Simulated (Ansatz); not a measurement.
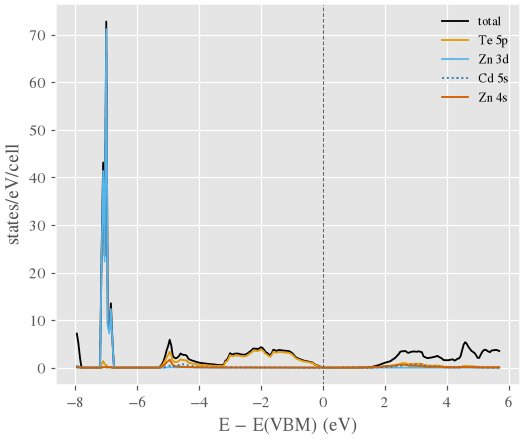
Fig. 1. Total and projected density of states of ZnCdTe2 in space group R3m (No. 160; Zn on 3a, Cd on 3a, Te on 3a, Te on 3a), LDA in the plane-wave PAW code Ansatz

**Question.** Which orbitals carry the states next to the gap?

**Answer.** Top 1 eV of the valence band: Te 5p 90 %. Bottom 1 eV of the conduction band: Zn 4s 40 %, Te 5p 25 %, Te 5s 15 %, Cd 5s 10 %, outside the projected shells 10 %. Projections are on Löwdin-orthogonalised atomic valence shells; empty p or d shells of many metals are not among them.

**Question.** Where is the tallest occupied peak in this window, and what makes it?

**Answer.** Near -7.0 eV, about 73 states/eV per cell; the largest projected share is Zn 3d.

The workflow started from a Materials Project entry (that database holds measured and hypothetical structures alike); the Crystallography Open Database copy checked does not list it. Its standing as an ambient phase is unchecked. The cell was relaxed with LDA under the symmetry of its start; of distortions, only those at the zone centre were tested. Spin–orbit coupling is left out wherever it is not named.

Potentials: the later of the program's two PAW sets.
